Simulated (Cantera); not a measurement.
Input: 1 mol Pb, 0.11 mol N₂, 0.3 mol CO, equilibrated at 0.970 bar.

These are equilibrium values from Cantera (NASA tables, ideal gas, pure condensed phases), not measurements of a reactor. Candidate condensed phases: C, Pb, PbO, PbO₂, Pb₃O₄; 27 gas species. Kinetics and transport are ignored.

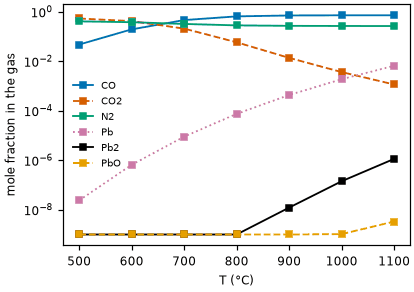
Equilibrium gas composition (values under 1e-9 drawn at 1e-9)

Read off the mole fractions at 900 °C.

CO about 0.71, N₂ about 0.27, CO₂ about 0.014, Pb about 0.00043, Pb₂ about 1.2e-8.
